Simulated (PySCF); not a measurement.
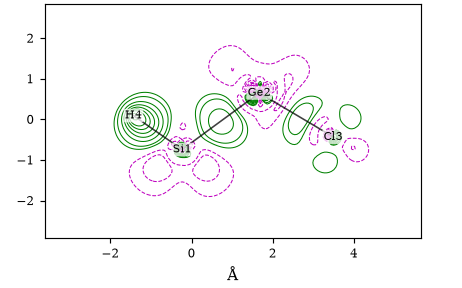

Figure 1: ClGeH$_{5}$Si, SMILES `[SiH3][GeH2][Cl]`. Deformation density (molecule less spherical, spin-averaged free atoms) in the plane of Si1, Ge2, Cl3 and H4; contours at ±0.05 to ±0.8 e/Å³; solid green lines: gain, dashed magenta lines: loss.

PySCF calculation, ωB97X/def2-TZVP, gas phase; geometry: GFN2-xTB. No frequency check shows the geometry to be a minimum. GFN2-xTB bond lengths at metals and heavier atoms can be off by up to 0.1 Å and shapes distorted, which carries into these values.

> How much density has each bond in this plane gained at its critical point, relative to the free atoms?

Si1–H4: +0.23 e/Å³ at the bond critical point (bond length 1.46 Å, Mayer order 1.0). Si1–Ge2: +0.19 e/Å³ at the bond critical point (bond length 2.36 Å, Mayer order 0.9). Ge2–Cl3: +0.08 e/Å³ at the bond critical point (bond length 2.12 Å, Mayer order 1.0). In all, 2.0 electrons gather in the regions of gain relative to the promolecule. A small or negative value marks a very polar bond, one between electron-rich atoms, whose free-atom densities already overlap strongly, a long bond to a heavier atom, or a closed-shell contact such as a hydrogen bond.

> Where do the Hirshfeld charges lie?

The highest Hirshfeld charge is on Ge2 (+0.27 e), the lowest on Cl3 (−0.17 e).
